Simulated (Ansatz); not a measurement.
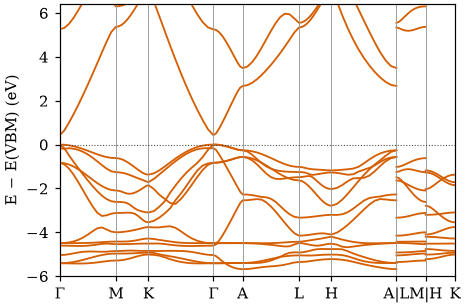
Fig. 1. Band structure from plane-wave PAW r²SCAN (Ansatz code)

Question: Read off the gap and where the band edges lie.

Answer: About 0.4 eV (0.43 eV by a search for the band edges); maximum at Γ, minimum at Γ.

The material is ZnCdO₂ in space group P3m1 (No. 156; Zn on 1a, Cd on 1c, O on 1c, O on 1a).

The first step of the workflow began from a Materials Project structure, measured or hypothetical; the Crystallography Open Database copy checked does not list it. Its standing as an ambient phase is unchecked. The r²SCAN relaxation kept the symmetry of its start; of distortions, only those at the zone centre were tested. Spin–orbit coupling is left out wherever it is not named.

Potentials: the later of the program's two PAW sets.
